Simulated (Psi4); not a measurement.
# One shape, several levels: singlet SnH2F+

Aim: a comparison of 6 runs (B3LYP/def2-TZVPP, M06-L/def2-TZVPP, PBE/def2-TZVPP, PBE0/def2-TZVPP, SVWN5/def2-TZVPP, revPBE/def2-TZVPP) of singlet SnH2F+. 

The results are computed with Psi4 1.11.

### 1 The structure to begin with

SnH2F+: 4 atoms, total charge +1, spin state singlet. As SMILES of the parent species, `[F][SnH2]`. The coordinates come from a PBE0-D4/def2-TZVP relaxation. That shape belongs to the parent species and isn't relaxed for this state.

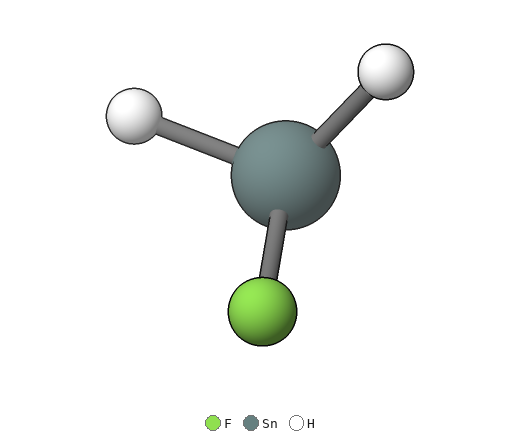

The structure, seen from a chosen angle (fluorine green, tin teal, hydrogen white).

### 2 Energy and gradient at B3LYP/def2-TZVPP (core potential) (run 1)

Contents of fh2sn.inp:

```
memory 2200 mb

molecule system {
  1 1
  F     -1.552600    -0.190000     0.640700
  Sn     0.028300    -0.242200    -0.468300
  H      1.184100    -1.054400     0.524100
  H      0.395700     1.426200    -0.716700
  symmetry c1
  no_reorient
  no_com
}

set {
  basis                def2-TZVPP
  puream               true
  e_convergence        1e-09
  d_convergence        1e-08
  scf_type             pk
  dft_radial_points    99
  dft_spherical_points 590
}

energy_value, wavefunction = gradient('b3lyp', return_wfn=True)
oeprop(wavefunction, 'WIBERG_LOWDIN_INDICES', 'MULLIKEN_CHARGES', 'LOWDIN_CHARGES', title='B3LYP')
```

Started as:

```console
$ psi4 -i fh2sn.inp -o fh2sn.out -n 1
```

fh2sn.out:

```text
[...]
    !!!  WARNING: ECP capability is in beta. Please check occupations closely.  !!!
[...]
  Running in c1 symmetry.
[...]
  Nuclear repulsion =   71.224961374238049
[...]
  Multiplicity = 1
[...]
  Nalpha       = 16
  Nbeta        = 16
[...]
    Number of basis functions: 109
[...]
   @RKS iter   1:  -314.98254477714374   -1.01650e+00   5.89048e-03 DIIS/ADIIS
[...]
   @RKS iter  13:  -315.11619618415745   -1.19371e-12   8.76066e-10 DIIS
[...]
    Orbital Energies [Eh]
    ---------------------
    Doubly Occupied:
       1A    -24.879786     2A     -5.418281     3A     -3.766405
       4A     -3.755664     5A     -3.752655     6A     -1.392219
       7A     -1.343940     8A     -1.342590     9A     -1.338633
      10A     -1.331966    11A     -1.302857    12A     -0.779764
      13A     -0.637687    14A     -0.632504    15A     -0.619420
      16A     -0.581963
[...]
  @RKS Final Energy:  -315.11619618415745
   => Energetics <=
    Nuclear Repulsion Energy =             71.2249613742380490
    One-Electron Energy =                -650.2490088898266549
    Two-Electron Energy =                 287.4344477795960984
    DFT Exchange-Correlation Energy =     -23.5265964481649732
    Empirical Dispersion Energy =           0.0000000000000000
    VV10 Nonlocal Energy =                  0.0000000000000000
    Total Energy =                       -315.1161961841574453
[...]
  -Total Gradient:
     Atom            X                  Y                   Z
    ------   -----------------  -----------------  -----------------
       1       -0.013677410503     0.006424206718     0.021538602097
       2        0.002971904666    -0.024832750939    -0.051562115919
       3        0.003663341085     0.014531223934     0.012348207328
       4        0.007045185737     0.003877313613     0.017673375097
[...]
```

It took 23 s on 1 thread of Intel Xeon Platinum 8375C at 2.90GHz (Ice Lake), shared host; peak memory 0.77 GiB.

### 3 A single-point energy at M06-L/def2-TZVPP (core potential) (run 2)

Contents of job.json:

```json
{
 "schema_name": "qcschema_input",
 "schema_version": 1,
 "molecule": {
  "schema_name": "qcschema_molecule",
  "schema_version": 2,
  "symbols": ["F", "Sn", "H", "H"],
  "geometry": [-2.93398878, -0.35904796, 1.21074753, 0.05347925, -0.45769167, -0.88495874, 2.2376247, -1.99252723, 0.99040546, 0.74776463, 2.6951274, -1.35436671],
  "molecular_charge": 1,
  "molecular_multiplicity": 1,
  "fix_symmetry": "c1"
 },
 "driver": "energy",
 "model": {
  "method": "m06-l",
  "basis": "def2-TZVPP"
 },
 "keywords": {
  "puream": true,
  "e_convergence": 1e-09,
  "d_convergence": 1e-08,
  "scf_type": "pk",
  "dft_radial_points": 99,
  "dft_spherical_points": 590,
  "scf_properties": ["QUADRUPOLE", "WIBERG_LOWDIN_INDICES", "LOWDIN_CHARGES"]
 }
}
```

Started as:

```console
$ psi4 --qcschema job.json -n 1 --memory 2200MB
```

stdout:

```text
[...]
  Running in c1 symmetry.
[...]
  Nuclear repulsion =   71.224961432234309
[...]
  Multiplicity = 1
[...]
  Nalpha       = 16
  Nbeta        = 16
[...]
    Number of basis functions: 109
[...]
   @RKS iter   1:  -315.04897839558180   -9.63218e-01   6.18868e-03 ADIIS/DIIS
[...]
   @RKS iter  13:  -315.19085952590370   -3.92220e-12   6.31486e-09 DIIS
[...]
  @RKS Final Energy:  -315.19085952590370
   => Energetics <=
    Nuclear Repulsion Energy =             71.2249614322343092
    One-Electron Energy =                -650.4676448286930963
    Two-Electron Energy =                 293.2176382331051627
    DFT Exchange-Correlation Energy =     -29.1658143625500550
    Empirical Dispersion Energy =           0.0000000000000000
    VV10 Nonlocal Energy =                  0.0000000000000000
    Total Energy =                       -315.1908595259037043
[...]
 Multipole Moments:
 ------------------------------------------------------------------------------------
     Multipole            Electronic (a.u.)      Nuclear  (a.u.)        Total (a.u.)
 ------------------------------------------------------------------------------------
 L = 1.  Multiply by 2.5417464519 to convert [e a0] to [Debye]
 Dipole X            :         12.5232552          -11.3966557            1.1265995
 Dipole Y            :         -1.8588176            1.6850365           -0.1737811
 Dipole Z            :        -11.6749381           10.6115280           -1.0634101
 Magnitude           :                                                    1.5589315
 L = 2.  Multiply by 1.3450342976 to convert [e a0^2] to [Debye ang]
 Quadrupole XX       :        -91.8669322           72.0457614          -19.8211708
 Quadrupole XY       :          2.8470008           -2.5744850            0.2725157
[...]
```

The result, in JSON:

```text
{
 "driver": "energy",
 "model": {
  "method": "m06-l",
  "basis": "def2-TZVPP"
 },
 "success": true,
 "return_result": -315.1908595259037,
 "properties": {
  "calcinfo_nbasis": 109,
  "calcinfo_nmo": 109,
  "calcinfo_nalpha": 16,
  "calcinfo_nbeta": 16,
  "calcinfo_natom": 4,
  "nuclear_repulsion_energy": 71.22496143223431,
  "return_energy": -315.1908595259037,
  "scf_one_electron_energy": -650.4676448286931,
  "scf_two_electron_energy": 293.21763823310516,
  "scf_xc_energy": -29.165814362550055,
  "scf_dipole_moment": [1.1265995483630675, -0.17378110143755787, -1.0634100578263208],
  "scf_total_energy": -315.1908595259037,
  "scf_iterations": 13
 }
}
```

Wall time 27 s (1 thread of Intel Xeon Platinum 8375C at 2.90GHz (Ice Lake), shared host); peak memory 0.96 GiB.

Runs 3 to 4 aren't shown in full; the table further down has their settings and results.

### 4 Energy and gradient at SVWN5/def2-TZVPP (core potential) (run 5)

Contents of calc.in:

```
memory 2.2 GB

molecule geom {
  1 1
  F     -1.552600    -0.190000     0.640700
  Sn     0.028300    -0.242200    -0.468300
  H      1.184100    -1.054400     0.524100
  H      0.395700     1.426200    -0.716700
  symmetry c1
}

set basis def2-TZVPP
set puream true
set e_convergence 1e-09
set d_convergence 1e-08
set scf_type pk
set dft_radial_points 99
set dft_spherical_points 590

E, wfn = gradient('scf', dft_functional={"name": "SVWN5", "x_functionals": {"LDA_X": {}}, "c_functionals": {"LDA_C_VWN": {}}}, return_wfn=True)
oeprop(wfn, 'MAYER_INDICES', 'MULLIKEN_CHARGES', 'LOWDIN_CHARGES')
print_variables()
```

Started as:

```console
$ psi4 -n 1 calc.in calc.out
```

calc.out:

```text
[...]
    !!!  WARNING: ECP capability is in beta. Please check occupations closely.  !!!
[...]
  Running in c1 symmetry.
[...]
  Nuclear repulsion =   71.224961374238049
[...]
  Multiplicity = 1
[...]
  Nalpha       = 16
  Nbeta        = 16
[...]
    Number of basis functions: 109
[...]
   @RKS iter   1:  -313.93626930814588   -8.14468e-01   5.40729e-03 ADIIS/DIIS
[...]
   @RKS iter  13:  -314.05566637489363   -1.70530e-12   9.89464e-10 DIIS
[...]
    Orbital Energies [Eh]
    ---------------------
    Doubly Occupied:
       1A    -24.303627     2A     -5.197125     3A     -3.587537
       4A     -3.576895     5A     -3.573714     6A     -1.295571
       7A     -1.253882     8A     -1.253018     9A     -1.249131
      10A     -1.242799    11A     -1.208587    12A     -0.742016
      13A     -0.600472    14A     -0.586922    15A     -0.574281
      16A     -0.539725
[...]
  @RKS Final Energy:  -314.05566637489363
   => Energetics <=
    Nuclear Repulsion Energy =             71.2249613742380490
    One-Electron Energy =                -649.9327648457547184
    Two-Electron Energy =                 292.5227244189201201
    DFT Exchange-Correlation Energy =     -27.8705873222971263
    Empirical Dispersion Energy =           0.0000000000000000
    VV10 Nonlocal Energy =                  0.0000000000000000
    Total Energy =                       -314.0556663748936330
[...]
  -Total Gradient:
     Atom            X                  Y                   Z
    ------   -----------------  -----------------  -----------------
       1       -0.019061559205     0.005842189475     0.023796217720
       2        0.008522842424    -0.022578958498    -0.050582683548
       3        0.003144871694     0.015065764207     0.010045781723
       4        0.007397393069     0.001672449135     0.016741319280
[...]
```

Run time: 17 s. Hardware: 1 thread of Intel Xeon Platinum 8375C at 2.90GHz (Ice Lake), shared host; peak memory 0.64 GiB.

### 5 Energy and gradient at revPBE/def2-TZVPP (core potential) (run 6)

Contents of fh2sn.py:

```python
import psi4

psi4.set_memory(2200000000)
psi4.set_num_threads(1)
psi4.set_output_file('fh2sn.out', False)

molecule = psi4.geometry("""
1 1
F     -2.93398878    -0.35904796     1.21074753
Sn     0.05347925    -0.45769167    -0.88495874
H      2.23762470    -1.99252723     0.99040546
H      0.74776463     2.69512740    -1.35436671
units bohr
symmetry c1
""")

psi4.set_options({
    'basis': 'def2-TZVPP',
    'reference': 'rks',
    'puream': True,
    'e_convergence': 1e-09,
    'd_convergence': 1e-08,
    'scf_type': 'pk',
    'dft_radial_points': 99,
    'dft_spherical_points': 590,
})

energy_value = psi4.gradient("REVPBE")
print('gradient / Eh bohr^-1')
print(energy_value.np.round(6))
```

Started as:

```console
$ python fh2sn.py
```

fh2sn.out:

```text
[...]
    !!!  WARNING: ECP capability is in beta. Please check occupations closely.  !!!
[...]
  Running in c1 symmetry.
[...]
  Nuclear repulsion =   71.224961432234309
[...]
  Multiplicity = 1
[...]
  Nalpha       = 16
  Nbeta        = 16
[...]
    Number of basis functions: 109
[...]
   @RKS iter   1:  -314.92244479365428   -8.96190e-01   6.04523e-03 ADIIS/DIIS
[...]
   @RKS iter  13:  -315.06306604451697   -1.25056e-12   2.34793e-09 DIIS
[...]
    Orbital Energies [Eh]
    ---------------------
    Doubly Occupied:
       1A    -24.470245     2A     -5.208587     3A     -3.597024
       4A     -3.585899     5A     -3.582440     6A     -1.296948
       7A     -1.253995     8A     -1.252446     9A     -1.248739
      10A     -1.242068    11A     -1.211675    12A     -0.727773
      13A     -0.588636    14A     -0.577899    15A     -0.561398
      16A     -0.532605
[...]
  @RKS Final Energy:  -315.06306604451697
   => Energetics <=
    Nuclear Repulsion Energy =             71.2249614322343092
    One-Electron Energy =                -650.2119868102319060
    Two-Electron Energy =                 292.8954763062904476
    DFT Exchange-Correlation Energy =     -28.9715169728098196
    Empirical Dispersion Energy =           0.0000000000000000
    VV10 Nonlocal Energy =                  0.0000000000000000
    Total Energy =                       -315.0630660445169724
[...]
  -Total Gradient:
     Atom            X                  Y                   Z
    ------   -----------------  -----------------  -----------------
       1       -0.005331075917     0.005812624466     0.015011724579
       2       -0.001544135334    -0.021374615916    -0.041777815895
       3        0.000982613986     0.015521680432     0.009510030262
       4        0.005898926995     0.000039460131     0.017250340243
[...]
```

Standard output:

```text
gradient / Eh bohr^-1
[[-5.3310e-03  5.8130e-03  1.5012e-02]
 [-1.5440e-03 -2.1375e-02 -4.1778e-02]
 [ 9.8300e-04  1.5522e-02  9.5100e-03]
 [ 5.8990e-03  3.9000e-05  1.7250e-02]]
```

Wall time 23 s (1 thread of Intel Xeon Platinum 8375C at 2.90GHz (Ice Lake), shared host); peak memory 0.76 GiB.

### 6 All runs side by side

```tsv
run	level	task	energy (Eh)	HOMO energy (eV)	LUMO energy (eV)	HOMO–LUMO gap (eV)	wall time
1	B3LYP/def2-TZVPP (core potential)	gradient	-315.116196	-15.84	-11.68	4.15	23 s
2	M06-L/def2-TZVPP (core potential)	energy	-315.190860	-14.78	-11.93	2.85	27 s
3	PBE/def2-TZVPP (core potential)	energy	-314.945984	-14.55	-12.10	2.45	14 s
4	PBE0/def2-TZVPP (core potential)	energy	-314.946621	-16.02	-11.33	4.69	13 s
5	SVWN5/def2-TZVPP (core potential)	gradient	-314.055666	-14.69	-12.33	2.36	17 s
6	revPBE/def2-TZVPP (core potential)	gradient	-315.063066	-14.49	-12.01	2.48	23 s
```

### 7 Outcome

| quantity | value |
| --- | --- |
| run 6: total energy | -315.06307 Eh |
| run 6: HOMO energy | -14.49 eV |
| run 6: LUMO energy | -12.01 eV |
| run 6: HOMO–LUMO gap | 2.48 eV |
| run 6: largest force on an atom | 2.414 eV/Å |

What this shows: The HOMO–LUMO gap runs from 2.36 eV (SVWN5/def2-TZVPP) to 4.69 eV (PBE0/def2-TZVPP). Totals of different functionals can't be ranked against each other. All runs together took 1.9 min, the longest 27 s.
